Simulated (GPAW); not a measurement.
# CrGe2As4 monolayer in an electric field

How does CrGe2As4 monolayer screen a perpendicular field?

Program: GPAW 26.7.0. Level of theory: GPAW, PAW setups; layer in a repeated cell with vacuum, relaxation of atoms and in-plane cell, in the first sound run; inputs show where later runs differ. Results are calculated unless marked as measured.

### Step 1. The starting structure

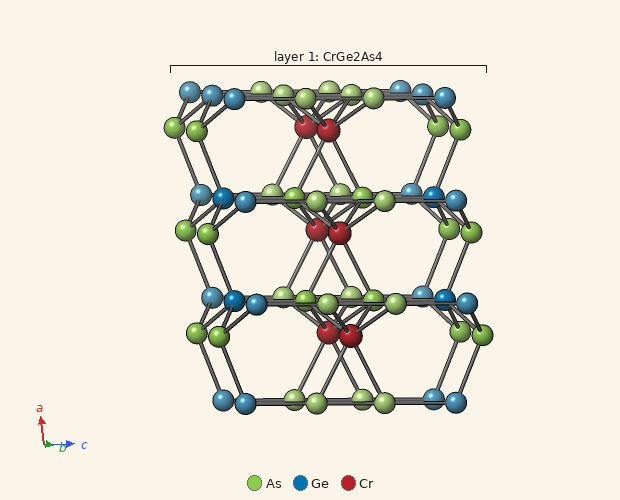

The starting structure, seen from the side, with the c axis across the page (arsenic green, germanium blue, chromium red). 2×1×1 cells are drawn. Some periodic images of atoms are drawn too.

The cell holds 7 atoms: 4 As, 2 Ge and 1 Cr. Cell: a = 3.730 Å, b = 3.730 Å, c = 26.578 Å, α = 90.0°, β = 90.0°, γ = 120.0°. Vacuum lies along c.

### Step 2. Relaxing the atoms

Forces are removed first; all later runs use this geometry.

The input, run.py:

```python
import json
import numpy as np
from ase import Atoms
from ase.filters import FrechetCellFilter
from ase.optimize import BFGS
from gpaw import GPAW, PW

slab = Atoms(
    ['As', 'Ge', 'As', 'Cr', 'As', 'Ge', 'As'],
    positions=[
        [0.00000, 0.00000, 9.00000],
        [-0.00000, 2.15352, 9.86300],
        [-0.00000, 2.15352, 12.18300],
        [0.00000, 0.00000, 13.28917],
        [-0.00000, 2.15352, 14.39533],
        [-0.00000, 2.15352, 16.71533],
        [0.00000, 0.00000, 17.57833]],
    cell=[[3.73, 0.0, 0.0], [-1.865, 3.23027, 0.0], [0.0, 0.0, 26.5783]],
    pbc=[True, True, True])

slab.calc = GPAW(mode=PW(600), xc='PBE', kpts={'size': (9, 9, 1), 'gamma': True},
                 occupations={'name': 'fermi-dirac', 'width': 0.05}, nbands='200%',
                 convergence={'density': 1e-05}, maxiter=200,
                 symmetry={'tolerance': 1e-3}, txt='slab.txt')
result = {}
# The in-plane cell is free; stress needs a cell that repeats along all three vectors
path = []
opt = BFGS(FrechetCellFilter(slab, mask=[1, 1, 0, 0, 0, 1]), maxstep=0.2)
opt.attach(lambda: path.append((slab.get_potential_energy(), slab.positions.tolist(), slab.get_forces().tolist())))
result['relaxed'] = bool(opt.run(fmax=0.02, steps=45))
result['path'] = path
result['cell'] = slab.cell.tolist()
print('in-plane lattice', slab.cell.cellpar().round(4)[[0, 1, 5]])
energy = slab.get_potential_energy()
fermi = slab.calc.get_fermi_level()
v = slab.calc.get_electrostatic_potential().mean((0, 1)) - fermi
n = slab.calc.get_pseudo_density().mean((0, 1))
L = slab.cell[2, 2]
z = np.arange(len(v)) * L / len(v)
low, high = slab.positions[:, 2].min(), slab.positions[:, 2].max()
below, above = np.interp([low - 6.8, high + 6.8], z, v)
slopes = [np.interp(x, z, np.gradient(v, z)) for x in (low - 6.8, high + 6.8)]
eps = np.array([[slab.calc.get_eigenvalues(k, s) for k in range(len(slab.calc.get_ibz_k_points()))]
                for s in range(slab.calc.get_number_of_spins())]) - fermi
top, bottom = eps[eps < 0].max(), eps[eps > 0].min()
dipole = slab.get_dipole_moment()[2]
print(f'energy {energy:.4f} eV, Fermi level {fermi:.4f} eV, dipole {dipole:.5f} e A')
print(f'potential 6.8 A off the faces, from the Fermi level: lower {below:.4f} eV, upper {above:.4f} eV')
print(f'slope of the potential there: lower {slopes[0]:.5f}, upper {slopes[1]:.5f} eV/A')
print(f'nearest levels on the mesh: {top:.4f} and {bottom:.4f} eV')
print('magnetic moment', round(slab.get_magnetic_moment(), 3))
result.update(energy=energy, fermi=fermi, dipole=dipole, below=below, above=above, slopes=slopes, edges=[top, bottom],
              z=z.tolist(), v=v.tolist(), n=n.tolist(), positions=slab.positions.tolist(),
              forces=slab.get_forces(apply_constraint=False).tolist(), moments=slab.get_magnetic_moments().tolist())
json.dump(result, open('result.json', 'w'))
```

Started as:

```sh
OMP_NUM_THREADS=1 OPENBLAS_NUM_THREADS=1 python run.py
```

Output:

```text
Step          Energy          fmax
BFGS:    0      -34.282929        3.760482
BFGS:    1      -34.797537        2.562427
BFGS:    2      -35.256951        1.847259
BFGS:    3      -35.696263        2.440303
BFGS:    4      -36.205863        2.287846
BFGS:    5      -36.476983        1.519139
BFGS:    6      -36.627938        0.734336
BFGS:    7      -36.685180        0.618545
BFGS:    8      -36.705608        0.528958
BFGS:    9      -36.729933        0.453945
BFGS:   10      -36.768056        0.606814
BFGS:   11      -36.805394        0.507414
BFGS:   12      -36.824423        0.193024
BFGS:   13      -36.827527        0.066226
BFGS:   14      -36.827866        0.052983
BFGS:   15      -36.827997        0.030995
BFGS:   16      -36.828050        0.007813
in-plane lattice [  3.6472   3.6472 120.    ]
energy -36.8229 eV, Fermi level 0.4523 eV, dipole 0.00238 e A
potential 6.8 A off the faces, from the Fermi level: lower 4.8300 eV, upper 4.8288 eV
slope of the potential there: lower 0.00029, upper 0.00053 eV/A
nearest levels on the mesh: -0.0763 and 0.0602 eV
magnetic moment 0.0
```

The job ended after 27 min (1 thread of Intel Xeon Platinum 8488C (Sapphire Rapids), shared host; peak memory 0.65 GiB).

This run has no spin polarisation, although Cr can carry a moment.

This step gave:

| Property | Result |
| --- | --- |
| dipole along the normal | 0.002379 e·Å |
| levels nearest the Fermi level on the mesh | -0.07626, 0.06015 eV from the Fermi level |

The electrostatic potential energy of an electron (without an applied field's), less the Fermi level, planar mean oscillates, so the rows of the table below give means over windows of 1.83 Å about each position, cut where the curve ends. Its maxima inside the range that stand out by 2 % of the span (Å: eV): 8.9: -8.63, 10.7: 2.11, 12.7: -5.39, 14.0: -5.20, 15.9: 2.10, 17.7: -8.64. Its minima: 8.3: -14.0, 9.4: -13.6, 12.0: -12.9, 13.3: -10.8, 14.6: -12.9, 17.2: -13.6, 18.3: -14.0.

The electrostatic potential energy of an electron (without an applied field's), less the Fermi level, planar mean by z; means over each step:

```tsv
z (Å)	electrostatic potential energy of an electron (without an applied field's), less the Fermi level, planar mean (eV)
0.92	4.83
2.75	4.83
4.58	4.83
6.41	4.19
8.23	-8.33
10.07	-4.46
11.89	-6.87
13.73	-8.51
15.55	-2.47
17.38	-10.1
19.21	-1.55
21.05	4.77
22.88	4.83
24.70	4.83
```

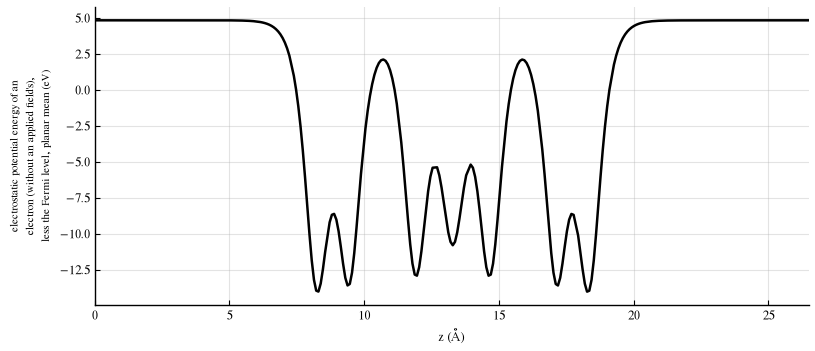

Electrostatic potential energy of an electron (without an applied field's), less the Fermi level, planar mean, plotted against z.

The pseudo valence density, planar mean oscillates, so the rows of the table below give means over windows of 2 Å about each position, cut where the curve ends. Its maxima inside the range that stand out by 2 % of the span (Å: e/Å³): 7.8: 0.256, 8.8: 0.421, 10.0: 0.221, 11.5: 0.246, 13.3: 0.451, 15.1: 0.246, 16.6: 0.221, 17.8: 0.421, 18.8: 0.256. Its minima: 8.1: 0.177, 9.5: 0.0545, 10.6: 0.114, 12.0: 0.176, 14.6: 0.176, 15.9: 0.114, 17.1: 0.0545, 18.4: 0.177.

Table of pseudo valence density, planar mean by z; means over each step:

```tsv
z (Å)	pseudo valence density, planar mean (e/Å³)
4	3.9e-5
6	0.0104
8	0.235
10	0.165
12	0.267
14	0.329
16	0.168
18	0.256
20	0.0459
22	2.0e-4
24	8.5e-7
```

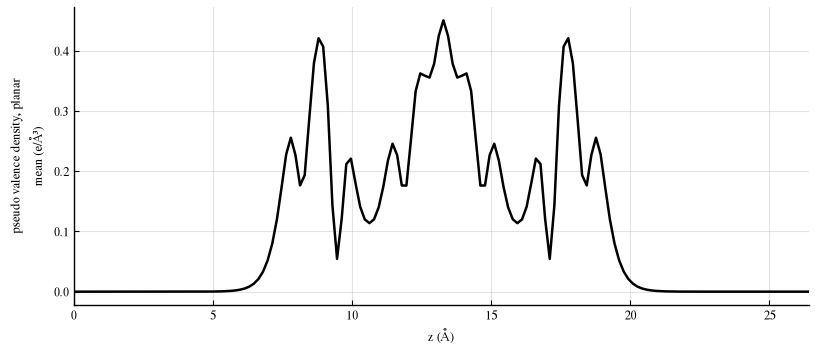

Pseudo valence density, planar mean, plotted against z.

The relaxation lowered the energy of the cell by 2.56 eV (energies extrapolated to zero smearing; the optimiser's log prints free energies). The largest force left on a free atom is 0.0078 eV/Å.

### Step 3. Plane waves, PBE

The work function is the vacuum plateau of the electrostatic potential less the Fermi level; a dipole layer lets the two faces have plateaus of their own.

This step: GPAW, PAW setups; slab in vacuum (GPAW 26.7.0).

The cell differs from the one that the last finished run ended in (c 26.578 → 28.103 Å).

Changes to run.py since step 2:

```diff
@@ -3,4 +3,2 @@
 from ase import Atoms
-from ase.filters import FrechetCellFilter
-from ase.optimize import BFGS
 from gpaw import GPAW, PW
@@ -10,25 +8,18 @@
     positions=[
-        [0.00000, 0.00000, 9.00000],
-        [-0.00000, 2.15352, 9.86300],
-        [-0.00000, 2.15352, 12.18300],
-        [0.00000, 0.00000, 13.28917],
-        [-0.00000, 2.15352, 14.39533],
-        [-0.00000, 2.15352, 16.71533],
-        [0.00000, 0.00000, 17.57833]],
-    cell=[[3.73, 0.0, 0.0], [-1.865, 3.23027, 0.0], [0.0, 0.0, 26.5783]],
-    pbc=[True, True, True])
+        [-0.00000, -0.00000, 9.00000],
+        [-0.00000, 2.10572, 10.20479],
+        [-0.00000, 2.10572, 12.67782],
+        [0.00000, -0.00000, 14.05153],
+        [-0.00000, 2.10572, 15.42524],
+        [-0.00000, 2.10572, 17.89826],
+        [0.00000, -0.00000, 19.10305]],
+    cell=[[3.6472, -0.0, 0.0], [-1.8236, 3.15857, 0.0], [0.0, 0.0, 28.1031]],
+    pbc=[True, True, False])
 
-slab.calc = GPAW(mode=PW(600), xc='PBE', kpts={'size': (9, 9, 1), 'gamma': True},
+slab.calc = GPAW(mode=PW(400), xc='PBE', kpts={'size': (9, 9, 1), 'gamma': True},
                  occupations={'name': 'fermi-dirac', 'width': 0.05}, nbands='200%',
                  convergence={'density': 1e-05}, maxiter=200,
+                 poissonsolver={'dipolelayer': 'xy'},
                  symmetry={'tolerance': 1e-3}, txt='slab.txt')
 result = {}
-# The in-plane cell is free; stress needs a cell that repeats along all three vectors
-path = []
-opt = BFGS(FrechetCellFilter(slab, mask=[1, 1, 0, 0, 0, 1]), maxstep=0.2)
-opt.attach(lambda: path.append((slab.get_potential_energy(), slab.positions.tolist(), slab.get_forces().tolist())))
-result['relaxed'] = bool(opt.run(fmax=0.02, steps=45))
-result['path'] = path
-result['cell'] = slab.cell.tolist()
-print('in-plane lattice', slab.cell.cellpar().round(4)[[0, 1, 5]])
 energy = slab.get_potential_energy()
```

Output:

```text
energy -36.7822 eV, Fermi level 0.1666 eV, dipole 0.00074 e A
potential 6.8 A off the faces, from the Fermi level: lower 4.8209 eV, upper 4.8370 eV
slope of the potential there: lower -0.00018, upper 0.00018 eV/A
nearest levels on the mesh: -0.0758 and 0.0603 eV
magnetic moment 0.0
```

Wall time 49 s (1 thread); peak memory 0.26 GiB.

Numbers from this step:

| Property | Result |
| --- | --- |
| dipole along the normal | 7.36e-4 e·Å |
| levels nearest the Fermi level on the mesh | -0.07582, 0.06027 eV from the Fermi level |
| upper work function | 4.837 eV |
| lower work function | 4.821 eV |

The electrostatic potential energy of an electron (without an applied field's), less the Fermi level, planar mean oscillates, so the rows of the table below give means over windows of 1.87 Å about each position, cut where the curve ends. Its maxima inside the range that stand out by 2 % of the span (Å: eV): 9.6: -8.67, 11.4: 2.10, 13.4: -5.25, 14.7: -5.25, 16.7: 2.10, 18.5: -8.66. Its minima: 9.1: -14.1, 10.2: -13.6, 12.7: -13.0, 14.1: -10.8, 15.4: -13.0, 17.9: -13.6, 19.0: -14.1.

Table of electrostatic potential energy of an electron (without an applied field's), less the Fermi level, planar mean by z; means over each step:

```tsv
z (Å)	electrostatic potential energy of an electron (without an applied field's), less the Fermi level, planar mean (eV)
0.94	4.82
2.81	4.82
4.68	4.82
6.54	4.70
8.42	-4.25
10.29	-7.74
12.16	-4.67
14.03	-7.40
15.90	-4.92
17.77	-7.39
19.64	-4.65
21.50	4.70
23.38	4.84
25.25	4.84
27.11	4.84
```

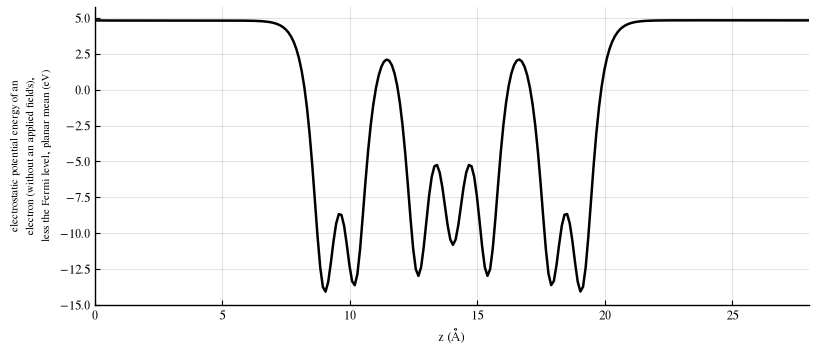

Electrostatic potential energy of an electron (without an applied field's), less the Fermi level, planar mean against z.

The pseudo valence density, planar mean oscillates, so the rows of the table below give means over windows of 2 Å about each position, cut where the curve ends. Its maxima inside the range that stand out by 2 % of the span (Å: e/Å³): 8.5: 0.254, 9.6: 0.422, 10.6: 0.224, 12.3: 0.246, 13.9: 0.440, 15.8: 0.246, 17.5: 0.224, 18.5: 0.422, 19.6: 0.254. Its minima: 9.0: 0.172, 10.2: 0.0583, 11.4: 0.115, 12.7: 0.171, 15.4: 0.171, 16.7: 0.115, 17.9: 0.0583, 19.2: 0.172.

Pseudo valence density, planar mean against z; means over each step:

```tsv
z (Å)	pseudo valence density, planar mean (e/Å³)
4	4.9e-6
6	0.00127
8	0.117
10	0.242
12	0.181
14	0.377
16	0.189
18	0.239
20	0.128
22	0.00167
24	6.7e-6
```

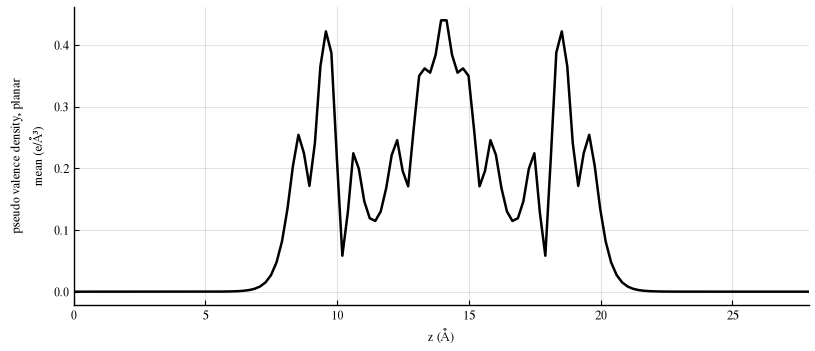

Pseudo valence density, planar mean, plotted against z.

The potential is flat to 1.8e-4 eV/Å where it is read, so the vacuum is wide enough.

### Step 4. Field on

A uniform field along the normal polarises the slab; the atoms stay fixed, so this is the electronic response alone.

Changes to run.py since step 3:

```diff
@@ -4,2 +4,3 @@
 from gpaw import GPAW, PW
+from gpaw.external import ConstantElectricField
 
@@ -22,2 +23,3 @@
                  poissonsolver={'dipolelayer': 'xy'},
+                 external=ConstantElectricField(-0.2, [0, 0, 1]),
                  symmetry={'tolerance': 1e-3}, txt='slab.txt')
```

Output:

```text
energy -36.7979 eV, Fermi level 0.1662 eV, dipole -0.15717 e A
potential 6.8 A off the faces, from the Fermi level: lower 3.5960 eV, upper 6.0660 eV
slope of the potential there: lower -0.00042, upper -0.00005 eV/A
nearest levels on the mesh: -0.0761 and 0.0597 eV
magnetic moment 0.0
```

It took 3.2 min on 1 thread; peak memory 0.45 GiB.

Numbers from this step:

| Quantity | Value |
| --- | --- |
| dipole along the normal | -0.1572 e·Å |
| levels nearest the Fermi level on the mesh | -0.07607, 0.05971 eV from the Fermi level |
| potential below the slab, the applied field's own ramp left out | 3.596 eV from the Fermi level |
| potential above the slab, the applied field's own ramp left out | 6.066 eV from the Fermi level |

The electrostatic potential energy of an electron (without an applied field's), less the Fermi level, planar mean oscillates, so the rows of the table below give means over windows of 1.93 Å about each position, cut where the curve ends. Its maxima inside the range that stand out by 2 % of the span (Å: eV): 9.6: -9.54, 11.4: 1.60, 13.4: -5.37, 14.7: -5.13, 16.7: 2.60, 18.5: -7.80, 26.5: 6.07. Its minima: 9.1: -15.0, 10.2: -14.4, 12.7: -13.2, 14.1: -10.8, 15.4: -12.7, 17.9: -12.9, 19.0: -13.1.

Electrostatic potential energy of an electron (without an applied field's), less the Fermi level, planar mean against z; means over each step:

```tsv
z (Å)	electrostatic potential energy of an electron (without an applied field's), less the Fermi level, planar mean (eV)
0.96	3.72
2.90	3.60
4.83	3.60
6.76	3.39
8.69	-7.10
10.62	-6.34
12.55	-6.47
14.48	-8.42
16.41	-1.83
18.34	-10.1
20.27	2.11
22.20	6.04
24.13	6.06
26.06	6.07
27.99	5.94
```

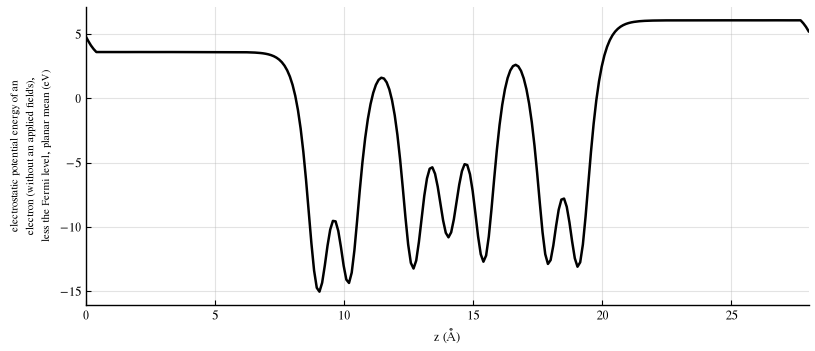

Electrostatic potential energy of an electron (without an applied field's), less the Fermi level, planar mean against z.

The dipole is now -0.157 e Å, against 7.4e-4 in the run without a field.

### Step 5. In a field

Changes to run.py since step 4:

```diff
@@ -23,3 +23,3 @@
                  poissonsolver={'dipolelayer': 'xy'},
-                 external=ConstantElectricField(-0.2, [0, 0, 1]),
+                 external=ConstantElectricField(-0.1, [0, 0, 1]),
                  symmetry={'tolerance': 1e-3}, txt='slab.txt')
```

Output:

```text
energy -36.7861 eV, Fermi level 0.1665 eV, dipole -0.07857 e A
potential 6.8 A off the faces, from the Fermi level: lower 4.2121 eV, upper 5.4469 eV
slope of the potential there: lower -0.00030, upper 0.00007 eV/A
nearest levels on the mesh: -0.0759 and 0.0601 eV
magnetic moment 0.0
```

Elapsed: 3.5 min, on 1 thread; peak memory 0.44 GiB.

This step gave:

- dipole along the normal: -0.07857 e·Å
- levels nearest the Fermi level on the mesh: -0.07588, 0.06014 eV from the Fermi level
- potential below the slab, the applied field's own ramp left out: 4.212 eV from the Fermi level
- potential above the slab, the applied field's own ramp left out: 5.447 eV from the Fermi level

The electrostatic potential energy of an electron (without an applied field's), less the Fermi level, planar mean oscillates, so the rows of the table below give means over windows of 1.87 Å about each position, cut where the curve ends. Its maxima inside the range that stand out by 2 % of the span (Å: eV): 9.6: -9.10, 11.4: 1.85, 13.4: -5.31, 14.7: -5.19, 16.7: 2.35, 18.5: -8.24, 26.8: 5.45. Its minima: 9.1: -14.6, 10.2: -14.0, 12.7: -13.1, 14.1: -10.8, 15.4: -12.8, 17.9: -13.3, 19.0: -13.6.

Electrostatic potential energy of an electron (without an applied field's), less the Fermi level, planar mean against z; means over each step:

```tsv
z (Å)	electrostatic potential energy of an electron (without an applied field's), less the Fermi level, planar mean (eV)
0.94	4.27
2.81	4.21
4.68	4.21
6.54	4.10
8.42	-4.79
10.29	-8.10
12.16	-4.85
14.03	-7.40
15.90	-4.74
17.77	-7.04
19.64	-4.13
21.50	5.31
23.38	5.44
25.25	5.45
27.11	5.41
```

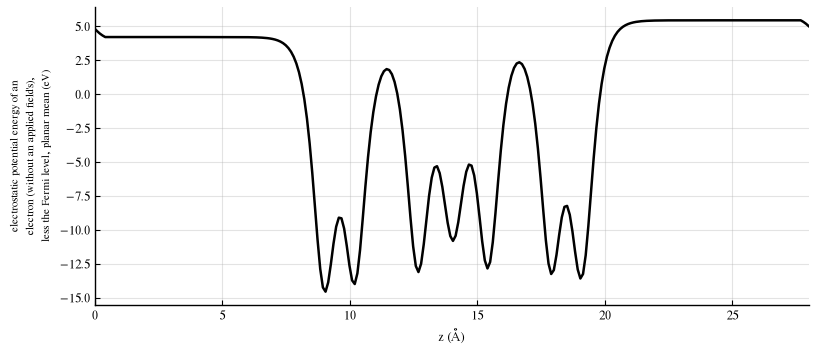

Electrostatic potential energy of an electron (without an applied field's), less the Fermi level, planar mean against z.

The dipole is now -0.0786 e Å, against 7.4e-4 in the run without a field.

### Step 6. In a field

Changes to run.py since step 5:

```diff
@@ -23,3 +23,3 @@
                  poissonsolver={'dipolelayer': 'xy'},
-                 external=ConstantElectricField(-0.1, [0, 0, 1]),
+                 external=ConstantElectricField(-0.05, [0, 0, 1]),
                  symmetry={'tolerance': 1e-3}, txt='slab.txt')
```

Output:

```text
energy -36.7832 eV, Fermi level 0.1665 eV, dipole -0.03929 e A
potential 6.8 A off the faces, from the Fermi level: lower 4.5203 eV, upper 5.1379 eV
slope of the potential there: lower -0.00024, upper 0.00012 eV/A
nearest levels on the mesh: -0.0758 and 0.0603 eV
magnetic moment 0.0
```

Run time: 3.4 min. Hardware: 1 thread; peak memory 0.44 GiB.

### Step 7. In a field

Changes to run.py since step 6:

```diff
@@ -23,3 +23,3 @@
                  poissonsolver={'dipolelayer': 'xy'},
-                 external=ConstantElectricField(-0.05, [0, 0, 1]),
+                 external=ConstantElectricField(0.05, [0, 0, 1]),
                  symmetry={'tolerance': 1e-3}, txt='slab.txt')
```

Output:

```text
energy -36.7832 eV, Fermi level 0.1665 eV, dipole 0.03929 e A
potential 6.8 A off the faces, from the Fermi level: lower 5.1379 eV, upper 4.5203 eV
slope of the potential there: lower -0.00012, upper 0.00024 eV/A
nearest levels on the mesh: -0.0758 and 0.0603 eV
magnetic moment 0.0
```

The job ended after 3.4 min (1 thread; peak memory 0.45 GiB).

(Part 1 of 2 ends here.)

[Logs are printed without paths, hosts, clocks, repeated set-up lines and the standing remarks that a program may print on its own settings, such as how far it seeks lower states.]

[Hosts, paths, dates, database ids (printed as entryN), source tags and the programs' standing remarks are cut or masked in the printed files.]
